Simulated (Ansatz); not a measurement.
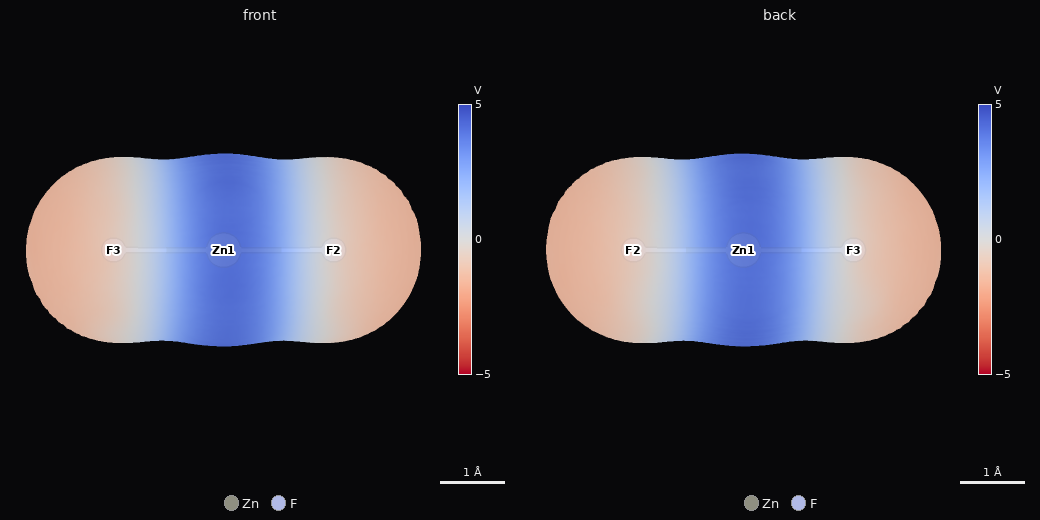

Figure. F2Zn (ZnF2). The molecular electrostatic potential painted on the density surface at 0.004 e/bohr³, seen from the front and from behind; the colour scale runs from red (negative) to blue (positive).

Geometry: PBE-D4/def2-TZVP.

These are results of Ansatz, RKS PBE0-D4/def2-TZVP, not measurements.

Question: Which sites attract a positive test charge, and which a negative one?

Answer: A positive charge is drawn to the negative regions and a negative charge to the positive ones. The most negative region (about −1.5 V) lies over F2 and F3, the most positive (about +4.1 V) over Zn1.
